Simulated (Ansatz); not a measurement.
# BFH4O2Si: a spread of methods and bases, part 2 of 2

Ansatz 0.2.0, Gaussian basis; the settings change from run to run.

### Step 7. wB97/def2-TZVPP

Options: unrestricted orbitals.

in.yaml

```yaml
crystal:
  periodic: [false, false, false]
  atoms:
    - {symbol: O, position_ang: [0.702790, -0.070523, 1.686330]}
    - {symbol: Si, position_ang: [1.139499, -0.060301, 0.111195]}
    - {symbol: O, position_ang: [-0.148385, -0.141789, -0.913492]}
    - {symbol: B, position_ang: [-1.487259, -0.134766, -0.845896]}
    - {symbol: F, position_ang: [-2.173345, -0.270755, -1.971097]}
    - {symbol: H, position_ang: [0.341711, 0.725598, 2.077509]}
    - {symbol: H, position_ang: [1.861032, 1.185203, -0.240163]}
    - {symbol: H, position_ang: [1.947528, -1.275147, -0.098956]}
    - {symbol: H, position_ang: [-2.095170, -0.003819, 0.177370]}
basis:
  gaussian: {orbitals: def2-TZVPP}
magnetization: {spin_polarized: true, initial_magnetization: 0}
hamiltonian: {xc: {name: wB97}}
output: {forces: true}
```

Launch:

```sh
$ ansatz run in.yaml --threads 2 --pin off --events-out ev --progress --plain --max-ram 4352MiB
```

The program printed:

```text
Functional definition: wB97
  name "wB97"
  cite "Chai & Head-Gordon, J. Chem. Phys. 128, 084106 (2008) doi:10.1063/1.2834918"
  cite "Becke, J. Chem. Phys. 107, 8554 (1997) doi:10.1063/1.475007"
  parameter omega = 0.4/bohr
  parameter cx1 = 1.13116
  parameter cx2 = -2.74915
  parameter cx3 = 12.0900
  parameter cx4 = -5.71642
  parameter css1 = -2.55352
  parameter css2 = 11.8926
  parameter css3 = -26.9452
  parameter css4 = 17.0927
  parameter cos1 = 3.99051
  parameter cos2 = -17.0066
  parameter cos3 = 1.07292
  parameter cos4 = 8.88211
  # The coefficients of nought are those of the uniform gas.
  exchange = spin_sum(e_x_unif_sr(omega)*poly(b97_u_x, 1, cx1, cx2, cx3, cx4)) + exact_x_lr(omega)
  correlation = spin_sum(e_c_pw_same_spin*poly(b97_u_same, 1, css1, css2, css3, css4))
      + integral(e_c_pw_opposite_spin*poly(b97_u_opposite, 1, cos1, cos2, cos3, cos4))
1151 factors; their error is unknown
380 factors; integrals over basis functions are off by at most 2.5e-5 eV
mean field evaluation 1: about -15430.4529 eV, gradient 4.8e1 eV
mean field evaluation 2: about -15430.0721 eV, gradient 5.1e1 eV
mean field evaluation 4: about -15437.5296 eV, gradient 9.7e-1 eV
mean field evaluation 8: about -15437.5099 eV, gradient 3.0e-2 eV
mean field -15437.50985823 eV, -567.3180233701 hartree, gradient 4.2e-5 eV, S^2 0.000000; 0 other end points of the search recorded, 0 dependent functions left out
the calculation of the forces begins
reference -15437.50984663 eV, -567.3180229435 hartree; 24, 24 occupied and 198, 198 virtual orbitals, 1151 factors
Total energy: -15437.50984663 eV, -567.3180229435 hartree
Atom 0 at     0.702790    -0.070523     1.686330 Å, force    -0.121494     0.141697     0.184107 eV/Å
Atom 1 at     1.139499    -0.060301     0.111195 Å, force     0.327838    -0.048559    -0.156085 eV/Å
Atom 2 at    -0.148385    -0.141789    -0.913492 Å, force     0.257234    -0.002342    -0.075900 eV/Å
Atom 3 at    -1.487259    -0.134766    -0.845896 Å, force    -0.088458     0.054372     0.446459 eV/Å
Atom 4 at    -2.173345    -0.270755    -1.971097 Å, force    -0.329938    -0.059326    -0.489026 eV/Å
Atom 5 at     0.341711     0.725598     2.077509 Å, force     0.029529    -0.094284     0.011738 eV/Å
Atom 6 at     1.861032     1.185203    -0.240163 Å, force    -0.034368    -0.064581     0.037964 eV/Å
Atom 7 at     1.947528    -1.275147    -0.098956 Å, force    -0.029919     0.070545     0.010280 eV/Å
Atom 8 at    -2.095170    -0.003819     0.177370 Å, force    -0.010426     0.002478     0.030463 eV/Å
Dipole moment:     0.140102     0.293369     0.325022 e Å
```

It took 17 s on 2 threads of Arm Neoverse V1, shared host; peak memory 0.53 GiB.

Largest force 0.593 eV/Å, dipole 2.21 D, ⟨S²⟩ 0.000.

### Step 8. LC-wPBE/def2-TZVPP

Set apart from the defaults: charge +1, multiplicity 2, restricted open-shell orbitals, a point charge of 2.00 e beside it, high accuracy, the search for lower states set to off.

in.yaml: that of step 7 with these lines changed.

```diff
@@ -13,5 +13,7 @@
 basis:
-  gaussian: {orbitals: def2-TZVPP}
-magnetization: {spin_polarized: true, initial_magnetization: 0}
-hamiltonian: {xc: {name: wB97}}
-output: {forces: true}
+  gaussian: {orbitals: def2-TZVPP, point_charges: [{charge: 2.00, position_ang: [5.664, -0.337, -0.020]}]}
+total_charge: 1
+magnetization: {spin_polarized: false, initial_magnetization: 1}
+hamiltonian: {xc: {name: LC-wPBE}}
+accuracy: high
+scf: {lower_state_search: off}
```

Same command.

The program printed:

```text
Functional definition: LC-wPBE
  name "LC-wPBE"
  cite "Vydrov & Scuseria, J. Chem. Phys. 125, 234109 (2006) doi:10.1063/1.2409292"
  cite "Heyd & Scuseria, J. Chem. Phys. 120, 7274 (2004) doi:10.1063/1.1668634"
  cite "Ernzerhof & Perdew, J. Chem. Phys. 109, 3313 (1998) doi:10.1063/1.476928"
  cite "Perdew, Burke & Ernzerhof, Phys. Rev. Lett. 77, 3865 (1996) doi:10.1103/PhysRevLett.77.3865"
  parent pbe
  parameter omega = 0.4/bohr
  exchange = pbe_x_sr(omega) + exact_x_lr(omega)
  correlation = pbe_c
these checks for a lower state are left out or cut short: stability, starts, cluster_reference, orbital_swaps, neighbouring_geometries, increment
3835 factors; integrals over basis functions are off by at most 7.0e-9 eV
710 factors; integrals over basis functions are off by at most 1.9e-9 eV
mean field evaluation 1: about -15398.1286 eV, gradient 1.0e2 eV
mean field evaluation 2: about -15398.1247 eV, gradient 1.0e2 eV
mean field evaluation 4: about -15411.9084 eV, gradient 3.6e1 eV
mean field evaluation 8: about -15414.4457 eV, gradient 1.2e1 eV
mean field evaluation 16: about -15414.9949 eV, gradient 3.5e-1 eV
mean field evaluation 32: about -15414.9955 eV, gradient 5.3e-5 eV
mean field -15414.99548488 eV, -566.4906354101 hartree, gradient 5.0e-8 eV, S^2 0.750000; 0 other end points of the search recorded, 0 dependent functions left out
reference -15414.99548488 eV, -566.4906354101 hartree; 24, 23 occupied and 198, 199 virtual orbitals, 3835 factors
Total energy: -15414.99548488 eV, -566.4906354101 hartree
Checks for a lower state left out: stability, starts, cluster_reference, orbital_swaps, neighbouring_geometries, increment
```

It took 26 s on 2 threads of Arm Neoverse V1, shared host; peak memory 1.1 GiB.

### Step 9. PBE0/aug-cc-pVDZ

This run has charge -1, multiplicity 2.

in.yaml: that of step 8 with these lines changed.

```diff
@@ -13,7 +13,5 @@
 basis:
-  gaussian: {orbitals: def2-TZVPP, point_charges: [{charge: 2.00, position_ang: [5.664, -0.337, -0.020]}]}
-total_charge: 1
-magnetization: {spin_polarized: false, initial_magnetization: 1}
-hamiltonian: {xc: {name: LC-wPBE}}
-accuracy: high
-scf: {lower_state_search: off}
+  gaussian: {orbitals: aug-cc-pVDZ}
+total_charge: -1
+magnetization: {spin_polarized: true, initial_magnetization: 1}
+hamiltonian: {xc: {name: PBE0}}
```

Launched as before.

The program printed:

```text
Functional definition: PBE0
  name "PBE0"
  cite "Adamo & Barone, J. Chem. Phys. 110, 6158 (1999) doi:10.1063/1.478522"
  cite "Perdew, Burke & Ernzerhof, Phys. Rev. Lett. 77, 3865 (1996) doi:10.1103/PhysRevLett.77.3865"
  parent pbe
  parameter a = 0.25
  parameter kappa = 0.804
  parameter beta = 0.06672455060314922
  exchange = (1 - a)*pbe_x(kappa = kappa, mu = beta*pi^2/3) + a*exact_x
  correlation = pbe_c(beta = beta)
1345 factors; their error is unknown
mean field evaluation 1: about -15420.4760 eV, gradient 3.0e1 eV
mean field evaluation 2: about -15415.3834 eV, gradient 4.9e1 eV
mean field evaluation 4: about -15423.8525 eV, gradient 1.5e0 eV
mean field evaluation 8: about -15423.8707 eV, gradient 1.3e-1 eV
mean field evaluation 16: about -15423.9484 eV, gradient 2.1e-3 eV
mean field evaluation 32: about -15423.3712 eV, gradient 3.9e0 eV
mean field evaluation 64: about -15423.8026 eV, gradient 9.5e-1 eV
mean field -15423.94841876 eV, -566.8196496615 hartree, gradient 1.9e-5 eV, S^2 0.750126; 10 other end points of the search recorded, 0 dependent functions left out
reference -15423.94846086 eV, -566.8196512090 hartree; 25, 24 occupied and 130, 131 virtual orbitals, 1345 factors
Total energy: -15423.94846086 eV, -566.8196512090 hartree
```

Wall time 22 s (2 threads of Arm Neoverse V1, shared host); peak memory 0.62 GiB.

⟨S²⟩ 0.750.

### Step 10. CCSD(T)/def2-mTZVP

Set apart from the defaults: charge -1, multiplicity 2, atoms shaken by 0.15 Å, relativity set to scalar, 2 DIIS vectors, the search for lower states set to full.

in.yaml

```yaml
crystal:
  periodic: [false, false, false]
  atoms:
    - {symbol: O, position_ang: [0.855946, -0.139510, 1.993936]}
    - {symbol: Si, position_ang: [1.492242, 0.134630, -0.147817]}
    - {symbol: O, position_ang: [-0.002703, -0.407642, -1.095670]}
    - {symbol: B, position_ang: [-1.388706, -0.304331, -0.842713]}
    - {symbol: F, position_ang: [-2.184070, -0.248711, -2.097890]}
    - {symbol: H, position_ang: [0.422841, 0.571191, 1.872137]}
    - {symbol: H, position_ang: [1.716138, 1.150682, -0.288433]}
    - {symbol: H, position_ang: [1.959710, -1.348707, -0.029105]}
    - {symbol: H, position_ang: [-2.397225, -0.240126, 0.170018]}
basis:
  gaussian: {orbitals: def2-mTZVP}
total_charge: -1
magnetization: {spin_polarized: true, initial_magnetization: 1}
hamiltonian: {xc: {name: HF}, pseudopotentials: {relativity: scalar}}
correlation: {method: ccsd_t, diis_vectors: 2}
scf: {lower_state_search: full}
```

Launched as before.

The program printed:

```text
Functional definition: HF
  name "HF"
  cite "Fock, Z. Phys. 61, 126 (1930) doi:10.1007/BF01340294"
  parent pbe
  exchange = exact_x
  correlation = 0
1074 factors; integrals over basis functions are off by at most 1.2e-3 eV
mean field evaluation 1: about -15391.5103 eV, gradient 3.0e1 eV
mean field evaluation 2: about -15391.5146 eV, gradient 3.0e1 eV
mean field evaluation 4: about -15395.9674 eV, gradient 3.2e0 eV
mean field evaluation 8: about -15396.1433 eV, gradient 2.7e-1 eV
mean field evaluation 16: about -15391.5097 eV, gradient 3.0e1 eV
mean field evaluation 32: about -15396.1538 eV, gradient 6.5e-3 eV
mean field evaluation 64: about -15393.8031 eV, gradient 1.8e1 eV
mean field evaluation 96: about -15396.1538 eV, gradient 2.8e-6 eV
mean field evaluation 128: about -15395.2142 eV, gradient 9.3e-2 eV
mean field evaluation 160: about -15391.5747 eV, gradient 2.2e0 eV
mean field evaluation 192: about -15391.1494 eV, gradient 4.4e0 eV
mean field evaluation 224: about -15393.0691 eV, gradient 1.3e0 eV
mean field -15396.15384973 eV, -565.7982180898 hartree, gradient 1.5e-6 eV, S^2 0.758544; 9 other end points of the search recorded, 0 dependent functions left out
determinant -15396.15384973 eV, -565.7982180898 hartree, with singles and doubles -15418.14179698 eV, -566.6062602473 hartree
determinant -15395.21440756 eV, -565.7636942267 hartree, with singles and doubles -15417.34148099 eV, -566.5768491770 hartree
determinant -15394.12066264 eV, -565.7234998422 hartree, with singles and doubles -15416.37306993 eV, -566.5412607270 hartree
9 core orbitals not correlated: weight in the atoms' cores, before any rotation towards them, 1.000 or more for the frozen orbitals, at most 0.000 for the correlated occupied ones
reference -15396.15384973 eV, -565.7982180898 hartree; 16, 15 occupied and 95, 96 virtual orbitals, 1074 factors
second order -21.48352570 eV of doubles, -0.00000000 eV of singles
cycle   1  -21.99077783 eV  change   -2.8e-3 eV  update   3.4e-3
cycle   2  -21.99006823 eV  change    7.1e-4 eV  update   2.7e-3
cycle   3  -21.98923246 eV  change    8.4e-4 eV  update   2.1e-3
cycle   4  -21.99023503 eV  change   -1.0e-3 eV  update   7.6e-4
cycle   5  -21.99135655 eV  change   -1.1e-3 eV  update   5.7e-4
cycle   6  -21.99187768 eV  change   -5.2e-4 eV  update   4.7e-4
cycle   7  -21.99208895 eV  change   -2.1e-4 eV  update   3.7e-4
cycle   8  -21.99208267 eV  change    6.3e-6 eV  update   3.1e-4
cycle   9  -21.99190795 eV  change    1.7e-4 eV  update   2.3e-4
cycle  10  -21.99182415 eV  change    8.4e-5 eV  update   1.6e-4
cycle  11  -21.99173512 eV  change    8.9e-5 eV  update   1.2e-4
cycle  12  -21.99170246 eV  change    3.3e-5 eV  update   9.3e-5
cycle  13  -21.99170535 eV  change   -2.9e-6 eV  update   7.2e-5
cycle  14  -21.99170403 eV  change    1.3e-6 eV  update   6.1e-5
cycle  15  -21.99170508 eV  change   -1.1e-6 eV  update   5.2e-5
cycle  16  -21.99170272 eV  change    2.4e-6 eV  update   4.5e-5
cycle  17  -21.99169841 eV  change    4.3e-6 eV  update   4.0e-5
cycle  18  -21.99169370 eV  change    4.7e-6 eV  update   3.4e-5
perturbative correction -0.79074708 eV, -0.0290594194 hartree
Total energy: -15418.93629051 eV, -566.6354573460 hartree
Relativity: scalar
```

It took 2.5 min on 2 threads of Arm Neoverse V1, shared host; peak memory 1.6 GiB.

⟨S²⟩ 0.759, T1 0.022.

### Step 11. All runs side by side

```tsv
level	charge	multiplicity	geometry	functions	energy (eV)	time
B97/def2-SVP	0	1	shaken	94	-15420.237	4.4 s
HSE06/cc-pVTZ-DK	-1	2	relaxed	210	-15446.899	25 s
revPBE0/def2-SVP	1	2	shaken	94	-15402.929	5.5 s
RPBE/def2-TZVP	-1	2	shaken	185	-15436.508	15 s
SPW92/def2-TZVP	-1	2	scaled	185	-15351.264	17 s
wB97/def2-TZVPP	0	1	relaxed	222	-15437.510	17 s
LC-wPBE/def2-TZVPP	1	2	relaxed, point charge	222	-15414.995	26 s
PBE0/aug-cc-pVDZ	-1	2	relaxed	155	-15423.948	22 s
CCSD(T)/def2-mTZVP	-1	2	shaken	120	-15418.936	2.5 min
```

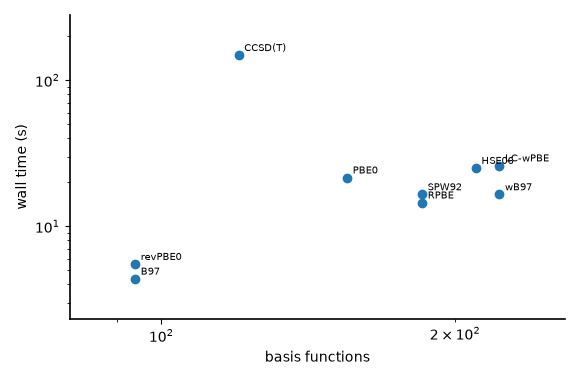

Wall time against the number of basis functions (shared host).

### Step 12. Results

What follows sums up all 2 parts.

```
quantity                        value
    runs                            9
quickest          B97/def2-SVP, 4.4 s
 slowest  CCSD(T)/def2-mTZVP, 2.5 min
```

In words: The runs differ in state or geometry as well as level, so their energies can't be set against each other. Run time spans a factor of 34, from B97/def2-SVP to CCSD(T)/def2-mTZVP. The jobs differ in tasks and options as well as level. At the PBE0-D4/def2-TZVP geometry and in the same state, runs without warnings or point charges leave forces up to 0.59 eV/Å (wB97/def2-TZVPP), against 15.3 eV/Å where the atoms were moved.
